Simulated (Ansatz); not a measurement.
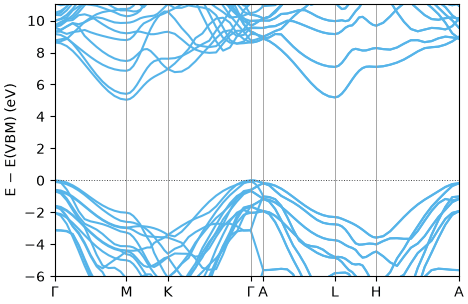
Figure. Band structure from PBEsol in the plane-wave PAW code Ansatz

Task: Read off the gap and where the band edges lie.

Result: About 5.0 eV (5.04 eV by a search for the band edges); maximum at Γ, minimum at M.

The material is BN in space group P6_3mc (No. 186; Pearson symbol hP12).

The cell is a constructed one: a structure type filled with these elements. Its sites differ from those of the usual phase in this space group: another stacking or structure type. The cell was relaxed with PBEsol under the symmetry of its start; of distortions, only those at the zone centre were tested.

Potentials: the later of the program's two PAW sets.
